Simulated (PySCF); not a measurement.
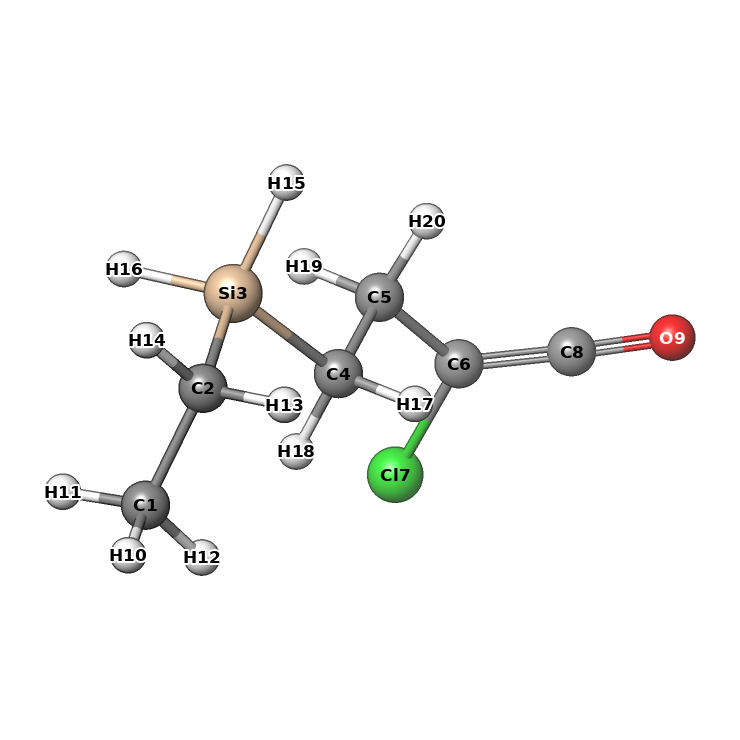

The computed structure is the end point of a GFN2-xTB optimisation. No frequency run is at hand to confirm it as a minimum. Electric field gradients from the ground-state density, PBE0/pcSseg-1 (PySCF 2.14.0), non-relativistic apart from any core potentials.

Give the largest field-gradient component, the quadrupole coupling constant and the asymmetry for 35Cl at Cl7 (Q = −81.7 mb), 17O at O9 (Q = −25.6 mb).

| atom | V_zz (a.u.) | e²qQ/h (MHz) | η |
| --- | --- | --- | --- |
| Cl7 | 4.350 | −83.5 | 0.05 |
| O9 | −1.282 | 7.71 | 0.44 |

The geometry is semi-empirical. Around Si such bond lengths and angles can be off by a tenth of an ångström or more and by several degrees, and values that hang on the shape move with them.
